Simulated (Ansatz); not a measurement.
**GeSiH₇O₂F: molecular dynamics (part 5 of 5)**

Continued. System: GeSiH₇O₂F. Method: RKS BHLYP/def2-SVP (Ansatz 0.2.0). It belongs to a series of runs on one base structure; here: dynamics from the highest image of the converged band.

Geometry of the input (Å):
```
Ge -0.2345  -0.0620  0.0121
O  0.1069  0.3318  1.8893
H  -0.6204  0.4718  2.5097
F  1.1867  0.1281  -0.9388
H  -1.0607  1.1790  -0.2616
O  -1.3014  -1.3828  -0.3649
H  -0.8859  -2.2455  -0.3257
Si 1.5198  -2.2692  1.1440
H  1.0116  -3.0898  -0.0059
H  2.9782  -2.1103  0.8988
H  1.3843  -3.1988  2.3081
H  0.6400  -0.6042  1.9524
```

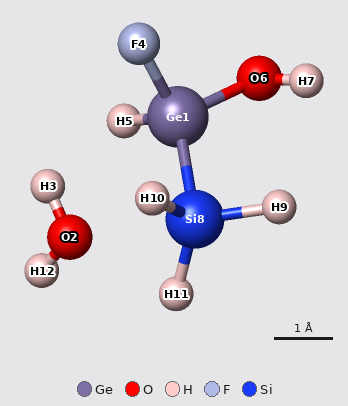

The geometry at step 174 of the log (ball-and-stick view, seen at a tilt; atoms are numbered from 1 in the order of the input).

Trajectory as extended XYZ, continued
```
12
Properties=species:S:1:pos:R:3:forces:R:3 step=148 time_fs=74.0 energy=-71302.78887 temperature=1289.7
Ge    0.0161   -0.4195    0.0246   -3.0159   2.9572  -2.4351
O    -0.0652    0.6832    2.6921    0.1215  -0.0352  -0.1640
H    -0.3783    1.5686    2.5432   -0.1061   0.2577  -0.3242
F     1.0089    0.3438   -1.2319   -0.2785  -0.7022   0.0238
H    -0.5754    0.8453    0.5556   -0.1964   0.1487   0.0153
O    -1.5071   -1.1806   -0.6134    1.0272  -0.0300   0.0302
H    -1.4598   -2.0935   -0.9154    0.1152   0.4465   0.1299
Si    1.2587   -1.9346    0.9206    1.8922  -2.7016   1.4931
H     0.7078   -3.2117    0.3918    0.2214  -0.0330  -0.0965
H     2.6764   -1.7524    0.5455    0.0186  -0.0658   0.0338
H     1.0898   -2.0042    2.3778    0.0639   0.0506   0.2203
H    -0.0436    0.6303    3.6295    0.1368  -0.2930   1.0733
12
Properties=species:S:1:pos:R:3:forces:R:3 step=152 time_fs=76.0 energy=-71302.67431 temperature=1201.0
Ge    0.0248   -0.4335    0.0199   -3.3532   3.1859  -2.6648
O    -0.0686    0.6981    2.7431    0.2976  -0.5655   0.4716
H    -0.3544    1.5663    2.5002   -0.1771   0.5012  -0.1317
F     0.9904    0.3398   -1.2432   -0.2146  -0.6368  -0.0085
H    -0.5459    0.7922    0.6094   -0.3479   0.5394   0.1136
O    -1.5023   -1.1643   -0.6290    0.9391   1.0466   0.4143
H    -1.4612   -2.0529   -0.9362    0.1408  -0.7213  -0.2801
Si    1.2484   -1.9181    0.9205    2.3035  -3.0592   1.8699
H     0.6832   -3.1668    0.3632    0.2235  -0.2420  -0.0963
H     2.6476   -1.7041    0.4972    0.0726  -0.1377   0.1020
H     1.1001   -2.0105    2.3885    0.0937   0.0753  -0.0059
H    -0.0705    0.6878    3.6951    0.0219   0.0141   0.2159
12
Properties=species:S:1:pos:R:3:forces:R:3 step=155 time_fs=77.5 energy=-71302.58084 temperature=1128.8
Ge    0.0302   -0.4429    0.0155   -3.6295   3.5463  -2.6547
O    -0.0707    0.7086    2.7819    0.0779   0.0791   1.0005
H    -0.3406    1.5760    2.4645    0.0886  -0.3234   0.3836
F     0.9762    0.3358   -1.2517   -0.1582  -0.5716  -0.0386
H    -0.5320    0.7649    0.6523   -0.3330   0.5588   0.0573
O    -1.4971   -1.1506   -0.6401    0.8546   0.9151   0.3737
H    -1.4588   -2.0366   -0.9575    0.1199  -0.6720  -0.2787
Si    1.2427   -1.9085    0.9221    2.5652  -3.2863   2.0640
H     0.6704   -3.1387    0.3393    0.2342  -0.3478  -0.0664
H     2.6277   -1.6712    0.4634    0.1030  -0.1870   0.1572
H     1.1101   -2.0135    2.3969    0.1053   0.0826  -0.1522
H    -0.0898    0.7304    3.7522   -0.0279   0.2063  -0.8458
12
Properties=species:S:1:pos:R:3:forces:R:3 step=158 time_fs=79.0 energy=-71302.50071 temperature=1067.0
Ge    0.0345   -0.4512    0.0103   -3.8958   4.0315  -2.4555
O    -0.0727    0.7191    2.8221   -0.0625   0.5557   0.7134
H    -0.3251    1.5792    2.4370    0.2438  -0.8778   0.8276
F     0.9618    0.3313   -1.2602   -0.0900  -0.4953  -0.0779
H    -0.5251    0.7492    0.6962   -0.2140   0.3505  -0.1328
O    -1.4908   -1.1357   -0.6507    0.7428  -0.0685   0.0002
H    -1.4538   -2.0333   -0.9842    0.0724   0.2163   0.0380
Si    1.2390   -1.9014    0.9252    2.7537  -3.4768   2.0904
H     0.6626   -3.1179    0.3141    0.2652  -0.3760   0.0019
H     2.6100   -1.6423    0.4330    0.1245  -0.2293   0.2132
H     1.1223   -2.0147    2.4021    0.1029   0.0758  -0.2099
H    -0.1097    0.7773    3.7926   -0.0430   0.2938  -1.0087
12
Properties=species:S:1:pos:R:3:forces:R:3 step=161 time_fs=80.5 energy=-71302.46261 temperature=1037.4
Ge    0.0377   -0.4583    0.0044   -4.0814   4.4809  -2.1213
O    -0.0747    0.7303    2.8631    0.0681   0.2083  -0.0658
H    -0.3048    1.5649    2.4266    0.1461  -0.5891   0.7950
F     0.9474    0.3261   -1.2689   -0.0081  -0.4108  -0.1312
H    -0.5228    0.7409    0.7371   -0.0586   0.0620  -0.3788
O    -1.4835   -1.1209   -0.6614    0.5840  -0.7800  -0.3021
H    -1.4473   -2.0259   -1.0102    0.0350   0.8173   0.2685
Si    1.2374   -1.8970    0.9300    2.8482  -3.6089   1.9180
H     0.6606   -3.1052    0.2890    0.3122  -0.3335   0.1055
H     2.5950   -1.6183    0.4072    0.1417  -0.2609   0.2657
H     1.1367   -2.0143    2.4030    0.0873   0.0549  -0.1540
H    -0.1305    0.8305    3.8129   -0.0745   0.3598  -0.1992
12
Properties=species:S:1:pos:R:3:forces:R:3 step=165 time_fs=82.5 energy=-71302.45039 temperature=1028.0
Ge    0.0400   -0.4657   -0.0045   -4.0916   4.7779  -1.5938
O    -0.0772    0.7453    2.9176    0.4555  -1.1238  -0.3093
H    -0.2741    1.5311    2.4360   -0.1875   0.6770  -0.0123
F     0.9281    0.3186   -1.2806    0.1237  -0.2885  -0.2308
H    -0.5212    0.7313    0.7784    0.0944  -0.1987  -0.6108
O    -1.4726   -1.1027   -0.6761    0.3033  -0.4257  -0.2125
H    -1.4374   -1.9913   -1.0370    0.0171   0.2873   0.0610
Si    1.2387   -1.8955    0.9386    2.8224  -3.6369   1.4360
H     0.6686   -3.0990    0.2595    0.3703  -0.2311   0.2646
H     2.5798   -1.5951    0.3819    0.1700  -0.2811   0.3215
H     1.1588   -2.0120    2.3999    0.0533   0.0128   0.0630
H    -0.1610    0.9138    3.8373   -0.1309   0.4308   0.8234
12
Properties=species:S:1:pos:R:3:forces:R:3 step=168 time_fs=84.0 energy=-71302.47668 temperature=1048.4
Ge    0.0403   -0.4697   -0.0117   -3.8759   4.6962  -1.2005
O    -0.0784    0.7551    2.9581    0.4160  -1.1848   0.5712
H    -0.2548    1.5187    2.4452   -0.2347   0.9469  -0.3454
F     0.9138    0.3125   -1.2898    0.2406  -0.1899  -0.3290
H    -0.5181    0.7197    0.7947    0.1289  -0.2134  -0.6291
O    -1.4639   -1.0898   -0.6875    0.0456   0.3234   0.0652
H    -1.4296   -1.9572   -1.0552    0.0144  -0.6142  -0.3237
Si    1.2423   -1.8976    0.9464    2.7050  -3.5156   1.0060
H     0.6837   -3.1004    0.2436    0.3862  -0.1751   0.3658
H     2.5726   -1.5848    0.3708    0.2016  -0.2784   0.3478
H     1.1768   -2.0099    2.3986    0.0252  -0.0186   0.2484
H    -0.1868    0.9866    3.8724   -0.0528   0.2235   0.2233
12
Properties=species:S:1:pos:R:3:forces:R:3 step=171 time_fs=85.5 energy=-71302.53738 temperature=1095.1
Ge    0.0395   -0.4722   -0.0193   -3.4652   4.3648  -0.8383
O    -0.0791    0.7634    2.9994    0.0362   0.0761   1.0534
H    -0.2400    1.5248    2.4483   -0.0341   0.1079   0.0908
F     0.8998    0.3062   -1.2993    0.3723  -0.0870  -0.4441
H    -0.5123    0.7039    0.7976    0.0911  -0.0697  -0.5046
O    -1.4551   -1.0765   -0.6989   -0.2409   0.3146   0.0268
H    -1.4214   -1.9350   -1.0798   -0.0072  -0.7701  -0.4093
Si    1.2479   -1.9024    0.9549    2.5283  -3.2705   0.6504
H     0.7071   -3.1057    0.2356    0.3657  -0.1672   0.4279
H     2.5698   -1.5804    0.3672    0.2407  -0.2614   0.3595
H     1.1953   -2.0081    2.4025   -0.0004  -0.0395   0.3540
H    -0.2137    1.0638    3.9117    0.1134  -0.1981  -0.7666
12
Properties=species:S:1:pos:R:3:forces:R:3 step=174 time_fs=87.0 energy=-71302.60427 temperature=1147.0
Ge    0.0376   -0.4734   -0.0271   -2.9010   3.8494  -0.5138
O    -0.0797    0.7718    3.0419   -0.2564   1.2434   0.7461
H    -0.2261    1.5333    2.4534    0.1425  -0.7503   0.5876
F     0.8862    0.2999   -1.3093    0.5129   0.0150  -0.5682
H    -0.5046    0.6867    0.7898   -0.0004   0.1873  -0.2745
O    -1.4467   -1.0628   -0.7103   -0.5473  -0.6465  -0.4602
H    -1.4135   -1.9277   -1.1125   -0.0484   0.0221  -0.0569
Si    1.2554   -1.9097    0.9640    2.3194  -2.9224   0.4518
H     0.7383   -3.1146    0.2368    0.3092  -0.2122   0.4419
H     2.5722   -1.5816    0.3713    0.2781  -0.2326   0.3587
H     1.2138   -2.0072    2.4139   -0.0233  -0.0446   0.3200
H    -0.2382    1.1370    3.9357    0.2147  -0.5086  -1.0326
12
Properties=species:S:1:pos:R:3:forces:R:3 step=177 time_fs=88.5 energy=-71302.68938 temperature=1212.8
Ge    0.0348   -0.4734   -0.0351   -2.2735   3.2633  -0.2077
O    -0.0807    0.7818    3.0855   -0.2276   1.2962   0.1062
H    -0.2093    1.5269    2.4702    0.1637  -0.8533   0.4916
F     0.8732    0.2935   -1.3199    0.6504   0.1082  -0.6884
H    -0.4970    0.6736    0.7762   -0.1045   0.4622  -0.0154
O    -1.4390   -1.0501   -0.7223   -0.8619  -1.4930  -0.9267
H    -1.4066   -1.9201   -1.1465   -0.0795   0.7082   0.2804
Si    1.2648   -1.9194    0.9734    2.1028  -2.5061   0.4079
H     0.7762   -3.1282    0.2473    0.2270  -0.2933   0.4125
H     2.5805   -1.5878    0.3832    0.2989  -0.1950   0.3491
H     1.2318   -2.0073    2.4319   -0.0464  -0.0353   0.1586
H    -0.2584    1.1998    3.9390    0.1506  -0.4620  -0.3681
12
Properties=species:S:1:pos:R:3:forces:R:3 step=181 time_fs=90.5 energy=-71302.81236 temperature=1307.9
Ge    0.0302   -0.4720   -0.0459   -1.5257   2.6106   0.2460
O    -0.0823    0.7975    3.1437    0.1235  -0.0603  -0.2081
H    -0.1821    1.4936    2.5050    0.0459   0.0401  -0.5484
F     0.8570    0.2852   -1.3354    0.8070   0.2073  -0.8180
H    -0.4904    0.6721    0.7581   -0.1654   0.6325   0.2025
O    -1.4306   -1.0361   -0.7402   -1.2321  -1.3211  -0.9026
H    -1.4000   -1.8884   -1.1833   -0.0863   0.3619   0.1250
Si    1.2798   -1.9351    0.9865    1.8270  -1.9230   0.4491
H     0.8338   -3.1564    0.2750    0.1083  -0.3938   0.3379
H     2.6015   -1.6024    0.4106    0.2783  -0.1391   0.3276
H     1.2541   -2.0084    2.4604   -0.0825  -0.0106  -0.1205
H    -0.2812    1.2700    3.9360   -0.0980  -0.0045   0.9096
12
Properties=species:S:1:pos:R:3:forces:R:3 step=184 time_fs=92.0 energy=-71302.90390 temperature=1378.9
Ge    0.0261   -0.4700   -0.0538   -1.1096   2.3233   0.6451
O    -0.0835    0.8094    3.1871    0.1493  -0.4524   0.3039
H    -0.1601    1.4669    2.5204    0.0120   0.4511  -0.9976
F     0.8459    0.2793   -1.3480    0.8939   0.2582  -0.8768
H    -0.4894    0.6862    0.7489   -0.1118   0.5094   0.1901
O    -1.4262   -1.0277   -0.7550   -1.4399  -0.5201  -0.4826
H    -1.3972   -1.8550   -1.2076   -0.0713  -0.5205  -0.3445
Si    1.2927   -1.9487    0.9967    1.6322  -1.5303   0.4296
H     0.8801   -3.1872    0.3044    0.0358  -0.4039   0.2869
H     2.6243   -1.6170    0.4394    0.2215  -0.0987   0.3050
H     1.2689   -2.0096    2.4794   -0.1140   0.0100  -0.2657
H    -0.3000    1.3210    3.9523   -0.0980  -0.0261   0.8065
12
Properties=species:S:1:pos:R:3:forces:R:3 step=187 time_fs=93.5 energy=-71303.01349 temperature=1463.3
Ge    0.0217   -0.4673   -0.0616   -0.7954   2.1668   1.0394
O    -0.0844    0.8209    3.2309   -0.0954   0.4192   0.4637
H    -0.1377    1.4484    2.5162    0.0470  -0.0174  -0.3007
F     0.8359    0.2736   -1.3617    0.9519   0.2883  -0.8946
H    -0.4908    0.7110    0.7437    0.0002   0.2212   0.0610
O    -1.4238   -1.0201   -0.7705   -1.5784  -0.2449  -0.3027
H    -1.3959   -1.8319   -1.2389   -0.0566  -0.8251  -0.5262
Si    1.3068   -1.9635    1.0072    1.4428  -1.2203   0.3043
H     0.9272   -3.2265    0.3400   -0.0126  -0.3240   0.2571
H     2.6518   -1.6337    0.4747    0.1387  -0.0631   0.2735
H     1.2812   -2.0105    2.4928   -0.1481   0.0295  -0.2978
H    -0.3205    1.3707    3.9847    0.1059  -0.4303  -0.0771
12
Properties=species:S:1:pos:R:3:forces:R:3 step=190 time_fs=95.0 energy=-71303.09157 temperature=1523.7
Ge    0.0170   -0.4640   -0.0691   -0.5366   2.0327   1.3386
O    -0.0855    0.8329    3.2753   -0.2265   1.1957  -0.0237
H    -0.1144    1.4294    2.5062    0.0329  -0.5883   0.7551
F     0.8269    0.2683   -1.3764    0.9809   0.2969  -0.8689
H    -0.4921    0.7405    0.7398    0.1158  -0.1036  -0.0934
O    -1.4235   -1.0129   -0.7865   -1.6417  -0.9112  -0.6630
H    -1.3959   -1.8248   -1.2804   -0.0496  -0.1381  -0.1187
Si    1.3221   -1.9792    1.0180    1.2552  -1.0025   0.0771
H     0.9740   -3.2727    0.3812   -0.0404  -0.1616   0.2444
H     2.6823   -1.6518    0.5160    0.0478  -0.0324   0.2292
H     1.2903   -2.0109    2.5000   -0.1836   0.0489  -0.2108
H    -0.3388    1.4114    4.0160    0.2459  -0.6364  -0.6660
12
Properties=species:S:1:pos:R:3:forces:R:3 step=194 time_fs=97.0 energy=-71303.16595 temperature=1581.4
Ge    0.0106   -0.4586   -0.0784   -0.2581   1.7481   1.4771
O    -0.0873    0.8512    3.3343    0.0356   0.5231  -0.6898
H    -0.0827    1.3854    2.5183   -0.0588  -0.4418   1.0309
F     0.8167    0.2617   -1.3975    0.9728   0.2732  -0.7700
H    -0.4898    0.7756    0.7311    0.2055  -0.4130  -0.2116
O    -1.4266   -1.0055   -0.8094   -1.5883  -1.6491  -1.0757
H    -1.3975   -1.8170   -1.3378   -0.0303   0.6928   0.4371
Si    1.3440   -2.0014    1.0323    1.0035  -0.8120  -0.2854
H     1.0350   -3.3389    0.4443   -0.0644   0.1048   0.2209
H     2.7242   -1.6769    0.5784   -0.0531   0.0047   0.1480
H     1.2961   -2.0096    2.5034   -0.2312   0.0787   0.0227
H    -0.3558    1.4467    4.0375    0.0668  -0.1096  -0.3043
12
Properties=species:S:1:pos:R:3:forces:R:3 step=197 time_fs=98.5 energy=-71303.21175 temperature=1616.6
Ge    0.0057   -0.4540   -0.0849   -0.1018   1.4082   1.3588
O    -0.0886    0.8659    3.3775    0.3407  -0.8460  -0.4627
H    -0.0600    1.3415    2.5517   -0.0806   0.2452   0.1393
F     0.8103    0.2572   -1.4143    0.9327   0.2306  -0.6535
H    -0.4831    0.7924    0.7196    0.2037  -0.4876  -0.1954
O    -1.4314   -1.0023   -0.8281   -1.4353  -1.2746  -0.7635
H    -1.3995   -1.7965   -1.3717    0.0001   0.4267   0.2894
Si    1.3613   -2.0188    1.0429    0.8089  -0.6829  -0.4847
H     1.0792   -3.3865    0.4971   -0.0854   0.2675   0.1742
H     2.7546   -1.6957    0.6291   -0.0958   0.0320   0.0744
H     1.2948   -2.0067    2.5060   -0.2630   0.1050   0.1865
H    -0.3666    1.4693    4.0451   -0.2243   0.5758   0.3371
12
Properties=species:S:1:pos:R:3:forces:R:3 step=200 time_fs=100.0 energy=-71303.22188 temperature=1624.8
Ge    0.0007   -0.4489   -0.0910    0.0323   0.9443   1.0624
O    -0.0895    0.8795    3.4203    0.3414  -1.5252   0.4615
H    -0.0390    1.3026    2.5880   -0.0426   0.8027  -0.8072
F     0.8050    0.2529   -1.4319    0.8675   0.1727  -0.5069
H    -0.4722    0.7988    0.7041    0.1410  -0.4110  -0.0892
O    -1.4381   -1.0008   -0.8478   -1.2199  -0.3432  -0.0130
H    -1.4014   -1.7677   -1.4000    0.0503  -0.3699  -0.2598
Si    1.3792   -2.0367    1.0531    0.6030  -0.5114  -0.5263
H     1.1216   -3.4285    0.5537   -0.1143   0.3496   0.0939
H     2.7830   -1.7138    0.6814   -0.1059   0.0585  -0.0024
H     1.2878   -2.0016    2.5124   -0.2829   0.1302   0.2469
H    -0.3817    1.5033    4.0590   -0.2699   0.7027   0.3400
```
